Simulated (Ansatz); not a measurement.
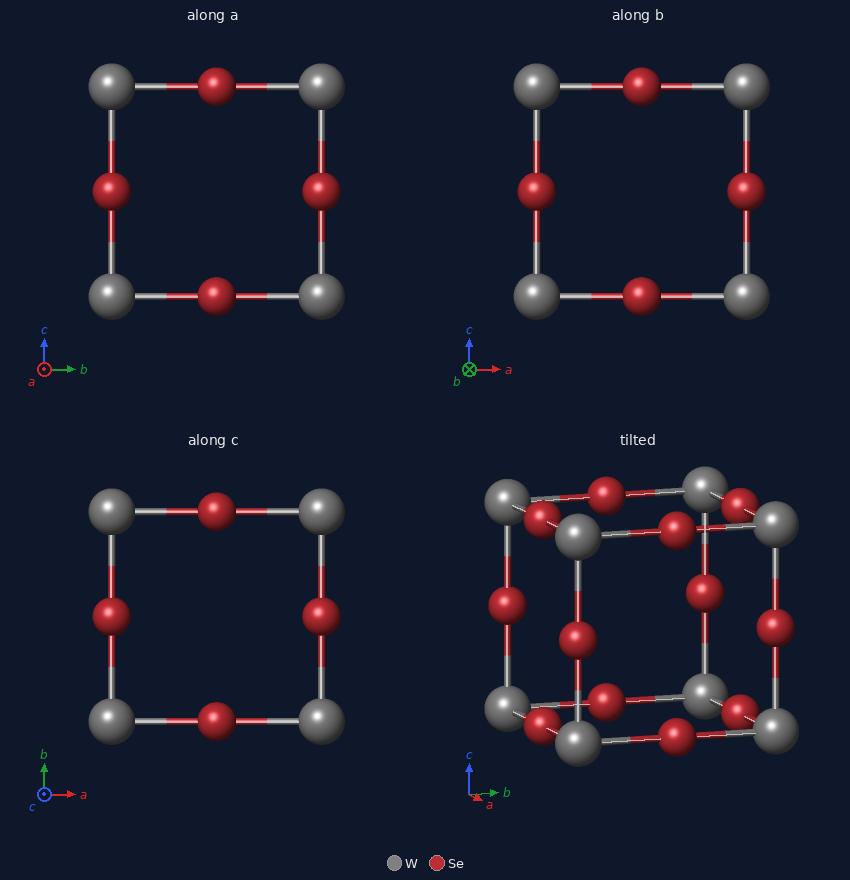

Structure drawing (ball-and-stick), viewed along the a axis, along the b axis, along the c axis and slightly off an axis. Lines trace the edges of the conventional unit cell.

Lattice parameters: a = 4.889 Å, b = 4.889 Å, c = 4.889 Å, α = 90.00°, β = 90.00°, γ = 90.00°. Put a along x and b in the xy plane.

### Transcribe the picture into a POSCAR file.

```
W Se
1.0
     4.889    0.000    0.000
     0.000    4.889    0.000
     0.000    0.000    4.889
W Se
1 3
Direct
  0.0000 0.0000 0.0000
  0.0000 0.0000 0.5000
  0.0000 0.5000 0.0000
  0.5000 0.0000 0.0000
```

Starting structure: a structure type filled with these elements by a generator (whether the compound takes this form wasn't checked). A relaxation with DFT PBEsol, scalar-relativistic, plane waves, PAW in Ansatz gave the geometry drawn.
